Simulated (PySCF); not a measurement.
# CH3ClGa (SMILES [CH3][Ga][Cl]): UPBE/ma-def2-SVP

What is the vertical ionisation energy of CH3ClGa at UPBE/ma-def2-SVP? The job is set up through a Python script.

The calculation is run with PySCF 2.14.0.

### 1 Starting point

The species is CH3ClGa (6 atoms), meant as a doublet with charge 0. As SMILES, `[CH3][Ga][Cl]`. Geometry: relaxed at PBE0-D4/def2-TZVP.

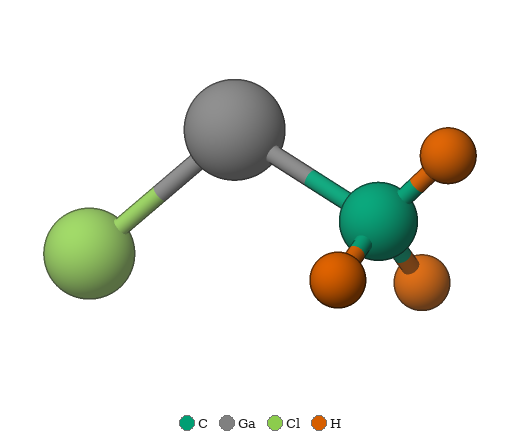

Viewed from a chosen angle; carbon teal, gallium grey, chlorine green, hydrogen orange.

### 2 A single-point energy at UPBE/ma-def2-SVP

Contents of start.xyz:

```xyz
6

C     -0.431500     0.474800    -0.328300
Ga     0.371800    -0.376700     1.294500
Cl     1.780700    -1.989900     0.868900
H     -0.944300    -0.310800    -0.887300
H      0.391000     0.868200    -0.929500
H     -1.125500     1.270500    -0.064400
```

Contents of calc.py:

```python
from pyscf import gto, dft

mol = gto.M(
    atom='start.xyz',
    charge=0,
    max_memory=1860,
    basis='ma-def2-svp',
    verbose=3,
    spin=1,
)

ks = dft.UKS(mol)
ks.xc = 'pbe'
ks.grids.level = 4
ks.conv_tol = 1e-10
ks.kernel()
if not ks.converged:
    ks = ks.newton().run(ks.mo_coeff, ks.mo_occ)

e_tot = ks.e_tot
print('E(%s) = %.9f' % ('PBE', e_tot))
```

On the command line:

```
$ OMP_NUM_THREADS=1 python calc.py
```

What it wrote:

```text
converged SCF energy = -2424.03068524631  <S^2> = 0.75214297  2S+1 = 2.0021418
E(PBE) = -2424.030685246
```

Run time: 20 s. Hardware: 1 thread of Arm Neoverse V1, shared host; peak memory 0.42 GiB.

### 3 The singlet cation at the same level

start.xyz is that of step 2.

Contents of job.py:

```python
from pyscf import gto, dft

mol = gto.M(
    atom='start.xyz',
    charge=1,
    verbose=3,
    max_memory=1860,
    spin=0,
    basis='ma-def2-svp',
)

mf = dft.RKS(mol, xc='pbe')
mf.grids.level = 4
mf.conv_tol = 1e-10
mf.kernel()
if not mf.converged:
    mf = mf.newton().run(mf.mo_coeff, mf.mo_occ)

energy = mf.e_tot
print('E = %.10f Eh' % energy)
```

On the command line:

```
$ OMP_NUM_THREADS=1 python job.py
```

What it wrote:

```text
converged SCF energy = -2423.73597916733
E = -2423.7359791673 Eh
```

Run time: 12 s. Hardware: 1 thread of Arm Neoverse V1, shared host; peak memory 0.41 GiB.

### 4 Outcome

Level: UPBE/ma-def2-SVP.

```
                                           quantity           value
                      doublet CH3ClGa: total energy  -2424.03069 Eh
                     doublet CH3ClGa: dipole moment          2.72 D
doublet CH3ClGa: HOMO energy (highest over α and β)        -5.00 eV
 doublet CH3ClGa: LUMO energy (lowest over α and β)        -3.88 eV
                              doublet CH3ClGa: ⟨S²⟩           0.752
                       singlet cation: total energy  -2423.73598 Eh
                        singlet cation: HOMO energy       -13.38 eV
                        singlet cation: LUMO energy       -11.01 eV
                      singlet cation: HOMO–LUMO gap         2.37 eV
 vertical ionisation energy (to the singlet cation)        8.019 eV
```

What this shows: The vertical ionisation energy comes to 8.02 eV (774 kJ/mol). Only the singlet of the ionised species was computed; a triplet could lie lower.
